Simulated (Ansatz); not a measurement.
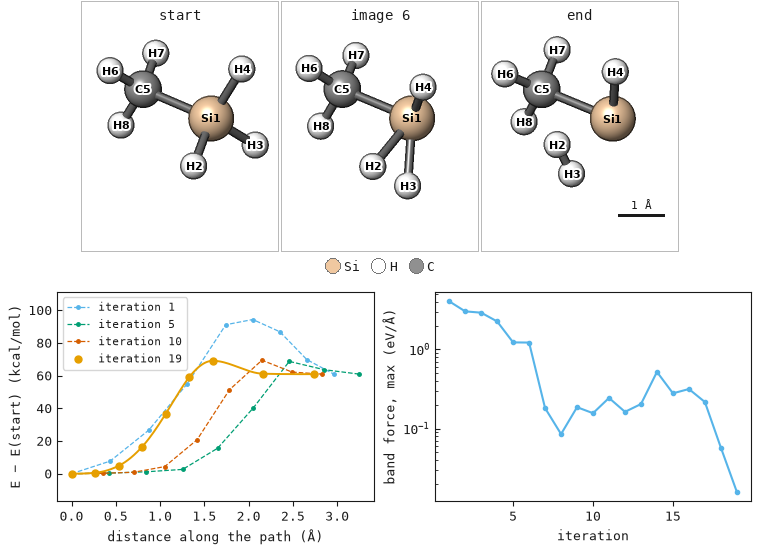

A nudged-elastic-band calculation for CH6Si. Images are numbered from 0 (start) to 8 (end). The plot follows the band through its iterations. A ball-and-stick model, seen from a free direction.

These are results of Ansatz, RKS BHLYP-D4/def2-SVP, not measurements. Set-up: 7 movable images; climbing image; force threshold 0.05 eV/Å; iteration limit 60; starting path through a guess of the saddle point.

### Did the band converge, and can the barrier be trusted?

The result is final at these settings. The band converged in 19 iterations. The largest component of the band force went from 4 to 0.016 eV/Å. The climbing image converged on the top of the path. Its vibrational analysis gives one imaginary mode (1218i cm⁻¹), as a transition state must have. The first iteration put the highest image at 94.3 kcal/mol. The energy climbs by 69.1 kcal/mol to image 6 and then falls by 8.2 kcal/mol, so the end point sits at +60.9 kcal/mol.

Cost: 3.1 min on 1 thread of Arm Neoverse V1 (shared host), peak memory 0.11 GiB.
